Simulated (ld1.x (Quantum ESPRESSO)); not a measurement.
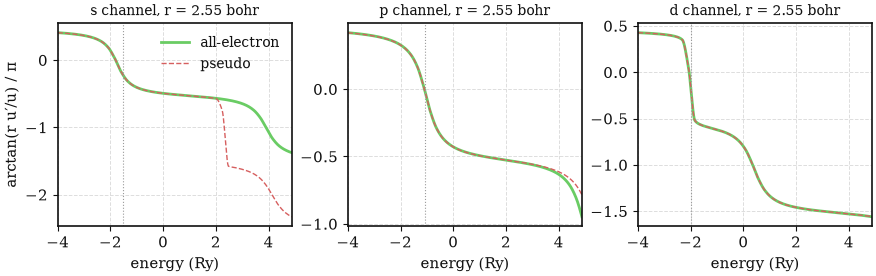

Unwrapped phase arctan(r u′/u) in units of π against energy, all-electron (solid) and pseudo (dashed); the pseudo phase is matched to the all-electron one at the reference energy. Here u = r R(r). A near-vertical step is a level narrower than the spacing of the points behind the curves. The dotted line marks the reference energy of the channel.

```
Element                 : Co (Z = 27)
Generator               : ld1.x (Quantum ESPRESSO) 7.5
Type                    : ultrasoft
Functional              : PBE
Relativity              : scalar-relativistic
Frozen core             : [Ar]
Valence charge          : 9
Reference configuration : 3d7 4s0 4p0 (charge +2)
Partial waves           : 4s (bound, empty): rcut 1.75, rcutus 2.30 bohr; 4s channel at -0.3 Ry: rcut 1.75, rcutus 2.30 bohr; 4p (bound, empty): rcut 1.95, rcutus 2.35 bohr; 4p channel at 1.75 Ry: rcut 1.95, rcutus 2.35 bohr; 3d (bound): rcut 1.00, rcutus 1.35 bohr; 3d channel at -1.05 Ry: rcut 1.00, rcutus 1.35 bohr
Local potential         : all-electron potential smoothed inside 1.65 bohr (lloc = -1)
Core correction         : none
Augmentation charge     : built from norm-conserving waves at rcut, not smoothed further
```

Over which energies does the pseudo-atom scatter like the all-electron atom (phases within 0.05 rad)?

Answer. s: up to about 2.1 Ry; p: up to about 3.9 Ry; d: over the whole range drawn.

Does the potential have spurious states?

Answer. Going away from the reference energies, the phases part by more than π/2 in: s at about 2.3 Ry (above its reference energy, pseudo phase lower). Such a step is either a state that only one of the two atoms has or an ordinary level shifted in energy. The separate test gives: no ghost state below the valence levels in the s, p, d, f channels.

Which channel departs first above its reference energy?

Answer. The s channel: its phase error passes 0.05 rad 3.6 Ry above its reference energy, against 5.0 Ry for p.
